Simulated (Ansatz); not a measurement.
**[NH2]− (SMILES [NH2-]) at 6 levels**

Aim: a comparison of 6 runs (HF/STO-3G, HF/3-21G, HF/def2-SVP, SVWN5/pcseg-1, wB97X/def2-SVP, CASCI(8,6)/cc-pVTZ-DK) of [NH2]−. 

The results are computed with Ansatz 0.2.0.

5 further runs of the same task are left out: 2 that didn't finish, 3 set aside as unsound or not needed.

## (1) The molecule

[NH2]− has 3 atoms, charge -1, and is taken as a singlet. As SMILES, `[NH2-]`. The coordinates come from a PBE0-D4/def2-TZVPD relaxation.

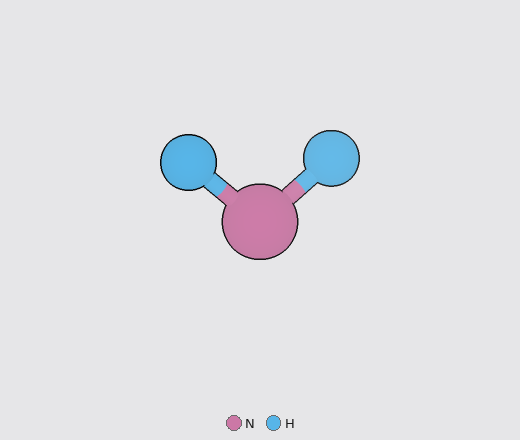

The structure, seen from a chosen angle (nitrogen pink, hydrogen blue).

## (2) Energy and forces at HF/STO-3G (run 1)

Input file job.yaml:

```yaml
crystal:
  periodic: [false, false, false]
  atoms:
    - {symbol: "N", position_ang: [0.342200, -0.203000, 0.168700]}
    - {symbol: H, position_ang: [0.125500, 0.801200, 0.156000]}
    - {symbol: H, position_ang: [-0.467700, -0.598200, -0.324700]}
basis:
  gaussian:
    orbitals: STO-3G
total_charge: -1
magnetization:
  spin_polarized: false
  initial_magnetization: 0
hamiltonian:
  xc: hf
accuracy: high
output:
  forces: true
  orbitals: {seedname: orbitals}
```

Command:

```
$ ansatz run job.yaml --threads 1 --pin off --max-ram 2610MiB --events-out events.jsonl --progress --plain --runs-dir runs
```

Log:

```text
Warning: RAYON_NUM_THREADS=1 ignored (pool sized by the plan → 1); use --threads N
Functional definition: HF
  name "HF"
  exchange = exact_x
  correlation = 0
92 factors; integrals over basis functions are off by at most 1.1e-8 eV
mean field evaluation 1: about -1484.5275 eV, gradient 1.3e1 eV
mean field evaluation 2: about -1484.5661 eV, gradient 1.3e1 eV
mean field evaluation 4: about -1485.1413 eV, gradient 2.0e-1 eV
mean field evaluation 8: about -1485.1408 eV, gradient 3.4e-5 eV
mean field -1485.14080476 eV, -54.5779179103 hartree, gradient 8.0e-8 eV, S^2 0.000000; 0 other end points of the search recorded, 0 dependent functions left out
the calculation of the forces begins
reference -1485.14080476 eV, -54.5779179103 hartree; 5, 5 occupied and 2, 2 virtual orbitals, 92 factors
Total energy: -1485.14080476 eV, -54.5779179103 hartree
Atom 0 at     0.342200    -0.203000     0.168700 Å, force     3.130551    -1.857717     1.543254 eV/Å
Atom 1 at     0.125500     0.801200     0.156000 Å, force    -1.192531     1.808717    -0.469516 eV/Å
Atom 2 at    -0.467700    -0.598200    -0.324700 Å, force    -1.938021     0.048999    -1.073738 eV/Å
Dipole moment:    -0.190977     0.113300    -0.094148 e Å
```

It took 0.06 s on 1 thread of Arm Neoverse V2, shared host.

## (3) Energy and gradient at HF/3-21G (run 2)

Input file in.yaml:

```yaml
basis:
  gaussian:
    orbitals: 3-21G.json
crystal:
  periodic: [false, false, false]
  atoms:
    - {symbol: "N", position_ang: [0.342200, -0.203000, 0.168700]}
    - {symbol: H, position_ang: [0.125500, 0.801200, 0.156000]}
    - {symbol: H, position_ang: [-0.467700, -0.598200, -0.324700]}
total_charge: -1
hamiltonian:
  xc: hf
accuracy: high
output: {forces: true, orbitals: {seedname: orbitals}}
```

The basis set 3-21G is read from a file made from the Basis Set Exchange's data (not shown).

Command:

```
$ ansatz run in.yaml --threads 1 --pin off --max-ram 2610MiB --events-out events.jsonl --progress --plain --runs-dir runs
```

Log, shortened:

```text
Warning: RAYON_NUM_THREADS=1 ignored (pool sized by the plan → 1); use --threads N
[... 2 set-up lines as earlier in the session ...]
[...]
250 factors; integrals over basis functions are off by at most 3.4e-9 eV
[...]
mean field -1500.27540641 eV, -55.1341042623 hartree, gradient 3.4e-8 eV, S^2 0.000000; 0 other end points of the search recorded, 0 dependent functions left out
[...]
reference -1500.27540641 eV, -55.1341042623 hartree; 5, 5 occupied and 8, 8 virtual orbitals, 250 factors
Total energy: -1500.27540641 eV, -55.1341042623 hartree
Atom 0 at     0.342200    -0.203000     0.168700 Å, force     1.435393    -0.851940     0.707583 eV/Å
Atom 1 at     0.125500     0.801200     0.156000 Å, force    -0.437935     1.086324    -0.127046 eV/Å
Atom 2 at    -0.467700    -0.598200    -0.324700 Å, force    -0.997458    -0.234384    -0.580537 eV/Å
Dipole moment:    -0.281881     0.167229    -0.138962 e Å
```

Run time: 0.06 s. Hardware: 1 thread of Arm Neoverse V2, shared host.

Run 3 isn't shown in full; the table further down has it.

## (4) Energy and gradient at SVWN5/pcseg-1 (run 4)

Input file input.yaml:

```yaml
crystal:
  periodic: [false, false, false]
  atoms:
    - symbol: "N"
      position_ang: [0.342200, -0.203000, 0.168700]
    - symbol: H
      position_ang: [0.125500, 0.801200, 0.156000]
    - symbol: H
      position_ang: [-0.467700, -0.598200, -0.324700]
basis:
  gaussian:
    orbitals: pcseg-1.json
output: {forces: true, orbitals: {seedname: orbitals}}
total_charge: -1
accuracy: high
hamiltonian:
  xc: {name: SVWN5}
```

The basis set pcseg-1 is read from a file made from the Basis Set Exchange's data (not shown).

Command:

```
$ ansatz run input.yaml --threads 1 --pin off --max-ram 2610MiB --events-out events.jsonl --progress --plain --runs-dir runs
```

Log, shortened:

```text
Warning: RAYON_NUM_THREADS=1 ignored (pool sized by the plan → 1); use --threads N
Functional definition: SVWN5
  name "SVWN5"
[...]
472 factors; integrals over basis functions are off by at most 3.3e-9 eV
[...]
mean field -1506.76974724 eV, -55.3727668857 hartree, gradient 1.1e-8 eV, S^2 0.000000; 0 other end points of the search recorded, 0 dependent functions left out
[...]
reference -1506.76974965 eV, -55.3727669744 hartree; 5, 5 occupied and 19, 19 virtual orbitals, 472 factors
Total energy: -1506.76974965 eV, -55.3727669744 hartree
Atom 0 at     0.342200    -0.203000     0.168700 Å, force     1.217871    -0.722931     0.600344 eV/Å
Atom 1 at     0.125500     0.801200     0.156000 Å, force    -0.384806     0.890605    -0.118506 eV/Å
Atom 2 at    -0.467700    -0.598200    -0.324700 Å, force    -0.833065    -0.167674    -0.481839 eV/Å
Dipole moment:    -0.274603     0.162909    -0.135375 e Å
```

Run time: 0.38 s. Hardware: 1 thread of Arm Neoverse V2, shared host.

Run 5 isn't shown in full; the table further down has it.

## (5) The energy at CASCI(8,6)/cc-pVTZ-DK (sfX2C) (run 6)

Input file input.yaml:

```yaml
crystal:
  periodic: [false, false, false]
  atoms:
    - {symbol: N, position_ang: [0.342200, -0.203000, 0.168700]}
    - {symbol: H, position_ang: [0.125500, 0.801200, 0.156000]}
    - {symbol: H, position_ang: [-0.467700, -0.598200, -0.324700]}
basis:
  gaussian: {orbitals: cc-pVTZ-DK}
correlation:
  active_space: {window: {electrons: 8, orbitals: 6}, shells: [{species: N, l: p, shell: 2}], fixed_orbitals: true}
  electrons: all
total_charge: -1
output: {orbitals: {seedname: orbitals}}
```

Command:

```
$ ansatz run input.yaml --threads 1 --pin off --max-ram 2610MiB --events-out events.jsonl --progress --plain --runs-dir runs
```

Log:

```text
Warning: RAYON_NUM_THREADS=1 ignored (pool sized by the plan → 1); use --threads N
[... 4 set-up lines as earlier in the session ...]
338 factors; integrals over basis functions are off by at most 6.3e-4 eV
mean field evaluation 1: about -1511.1640 eV, gradient 1.2e1 eV
mean field evaluation 2: about -1511.1689 eV, gradient 1.2e1 eV
mean field evaluation 4: about -1511.5908 eV, gradient 9.6e-1 eV
mean field evaluation 8: about -1511.5963 eV, gradient 4.0e-4 eV
mean field -1511.59633787 eV, -55.5501408199 hartree, gradient 6.6e-6 eV, S^2 0.000000; 0 other end points of the search recorded, 0 dependent functions left out
reference -1511.59633787 eV, -55.5501408199 hartree; 5, 5 occupied and 53, 53 virtual orbitals, 338 factors
state -1512.64544687 eV, -55.5886948647 hartree
Total energy: -1512.64544687 eV, -55.5886948647 hartree
Relativity: scalar
```

It took 0.14 s on 1 thread of Arm Neoverse V2, shared host.

## (6) Overview of the runs

```
run                          level      task  accuracy  energy (Eh)  HOMO energy (eV)  LUMO energy (eV)  HOMO–LUMO gap (eV)  wall time
  1                      HF/STO-3G  gradient      high   -54.577918              5.41             30.92               25.51     0.06 s
  2                       HF/3-21G  gradient      high   -55.134104              0.97             16.39               15.42     0.06 s
  3                    HF/def2-SVP  gradient      high   -55.435668             -0.01             12.47               12.48     0.14 s
  4                  SVWN5/pcseg-1  gradient      high   -55.372767              5.20              7.84                2.64     0.38 s
  5                 wB97X/def2-SVP  gradient      high   -55.780233              1.51             11.62               10.11      1.9 s
  6  CASCI(8,6)/cc-pVTZ-DK (sfX2C)    energy    medium   -55.588695                 –                 –                   –     0.14 s
```

## (7) Summary of results

| quantity | value |
| --- | --- |
| run 6: total energy | -55.58869 Eh |

In words: Over runs 1, 2, 3, 4, 5 the HOMO–LUMO gap runs from 2.64 eV (SVWN5/pcseg-1) to 25.51 eV (HF/STO-3G). The two ends differ in method and basis. The empty levels of an anion lie above zero and hang on the basis. Totals of different functionals can't be ranked against each other. In runs 1, 2, 4, 5 the HOMO lies above zero, so the outermost electron may be held by the basis alone. In run 1 the basis is minimal, so the values are rough. All runs together took 2.7 s, the longest 1.9 s.
